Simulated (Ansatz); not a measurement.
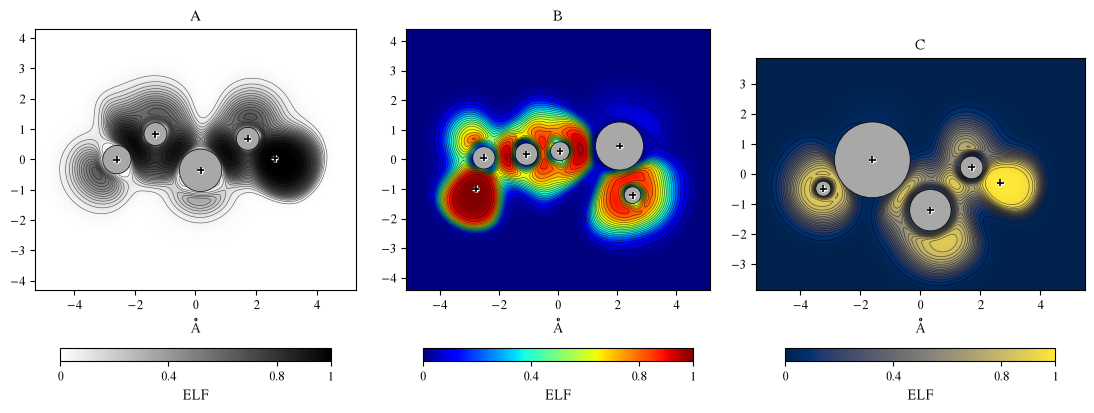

The ELF of 3 systems, each on a plane through atoms (crosses mark nuclei in the plane; grey discs cover the cores).

All numbers below come from RKS PBE0-D4/def2-TZVPP (Ansatz 0.2.0).

System 1: C2H6AlNO3 (SMILES CC#[N+][Al-]([OH])([OH])[OH]), the plane of atoms N3, Al4 and O6. Geometry: PBE0-D4/def2-TZVP.

```xyz
13

C     1.2558   -0.8567    2.5056
C     0.6380   -0.4363    1.2727
N     0.1489   -0.1034    0.2966
Al   -0.7149    0.4851   -1.4294
O     0.4036   -0.1706   -2.5555
O    -0.6922    2.1872   -1.2032
O    -2.2326   -0.3047   -1.2821
H     0.6489   -1.6333    2.9734
H     2.2519   -1.2517    2.3001
H     1.3377   -0.0054    3.1832
H     0.9397    0.4203   -3.0805
H    -1.5170    2.6550   -1.0892
H    -2.4474   -1.0203   -1.8770
```

System 2: C4H13BSi (SMILES BC[Si](C)(C)C), the plane of atoms B1, C2 and Si3. Geometry: PBE0-D4/def2-TZVP.

```json
{"atom": "B", "x (Å)": "1.3975", "y (Å)": "0.5847", "z (Å)": "-1.9065"}
{"atom": "C", "x (Å)": "1.2644", "y (Å)": "0.9677", "z (Å)": "-0.4364"}
{"atom": "Si", "x (Å)": "-0.1746", "y (Å)": "-0.0511", "z (Å)": "0.3002"}
{"atom": "C", "x (Å)": "0.2060", "y (Å)": "-1.8797", "z (Å)": "0.1685"}
{"atom": "C", "x (Å)": "-1.7653", "y (Å)": "0.3434", "z (Å)": "-0.6052"}
{"atom": "C", "x (Å)": "-0.3362", "y (Å)": "0.4330", "z (Å)": "2.1025"}
{"atom": "H", "x (Å)": "0.7645", "y (Å)": "1.1540", "z (Å)": "-2.7521"}
{"atom": "H", "x (Å)": "2.0785", "y (Å)": "-0.3440", "z (Å)": "-2.2434"}
{"atom": "H", "x (Å)": "0.9680", "y (Å)": "2.0056", "z (Å)": "-0.2532"}
{"atom": "H", "x (Å)": "2.1200", "y (Å)": "0.6993", "z (Å)": "0.1917"}
{"atom": "H", "x (Å)": "0.2717", "y (Å)": "-2.2005", "z (Å)": "-0.8742"}
{"atom": "H", "x (Å)": "-0.5733", "y (Å)": "-2.4734", "z (Å)": "0.6544"}
{"atom": "H", "x (Å)": "1.1578", "y (Å)": "-2.1200", "z (Å)": "0.6497"}
{"atom": "H", "x (Å)": "-1.9746", "y (Å)": "1.4162", "z (Å)": "-0.5859"}
{"atom": "H", "x (Å)": "-1.7170", "y (Å)": "0.0341", "z (Å)": "-1.6523"}
{"atom": "H", "x (Å)": "-2.6120", "y (Å)": "-0.1706", "z (Å)": "-0.1418"}
{"atom": "H", "x (Å)": "0.5837", "y (Å)": "0.2204", "z (Å)": "2.6533"}
{"atom": "H", "x (Å)": "-1.1487", "y (Å)": "-0.1228", "z (Å)": "2.5791"}
{"atom": "H", "x (Å)": "-0.5523", "y (Å)": "1.4992", "z (Å)": "2.2080"}
```

System 3: CH3F3HfSe (SMILES C[Se][Hf]([F])([F])[F]), the plane of atoms C1, Se2 and Hf3. Geometry: PBE0-D4/def2-TZVP; core potentials replace the inner electrons of Hf.

```csv
atom,x (Å),y (Å),z (Å)
C,-0.0632,-1.2848,1.0845
Se,1.5009,-0.6159,0.0779
Hf,0.1476,1.2278,-1.0646
F,-1.2523,0.4167,-2.0583
F,1.3106,2.2365,-2.1691
F,-0.6599,2.2850,0.2907
H,-0.7635,-1.7735,0.4109
H,0.3274,-2.0119,1.7933
H,-0.5476,-0.4799,1.6347
```

### Match each panel to its system.

Panel A is system 2, C4H13BSi: the plane holds B, C, Si and H. C–B (1.53 Å): the ELF peaks at about 0.95 between the atoms (localised, covalent bonding). Panel B is system 1, C2H6AlNO3: the plane holds C, N, Al, O and H. C–N (1.14 Å): the ELF peaks at about 0.85 between the atoms (a multiple bond). Panel C is system 3, CH3F3HfSe: the plane holds C, Se, Hf, F and H. Hf–F (1.89 Å): the ELF peaks at about 0.80 in the valence shell of F, 0.5 Å from its nucleus, and drops to about 0.20 between the two atoms.
